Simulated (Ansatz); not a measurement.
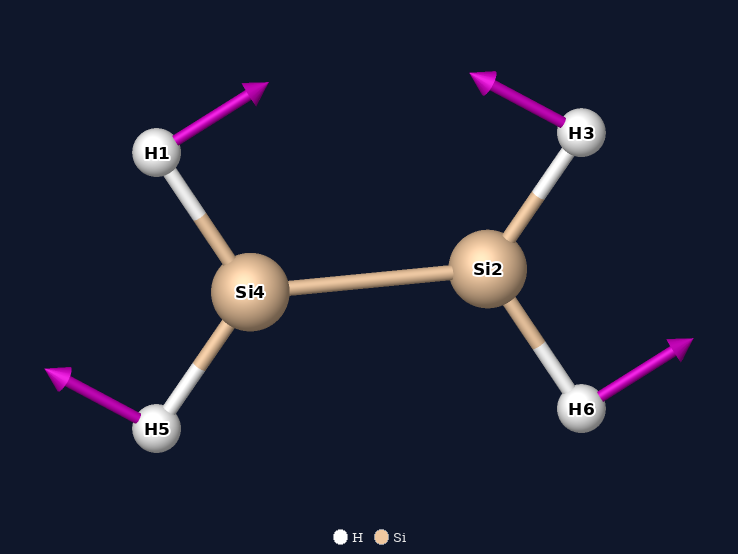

The arrows show one normal mode. Harmonic vibrations computed with RKS PBE0-D4/def2-TZVP (Ansatz 0.2.0) at a stationary point of the same level.

Question: What kind of motion is it?

Answer: Mostly H–Si–Si bending.

Question: At what wavenumber does it lie?

Answer: 341 cm⁻¹; it is mode 2 of 12 counted from the lowest.
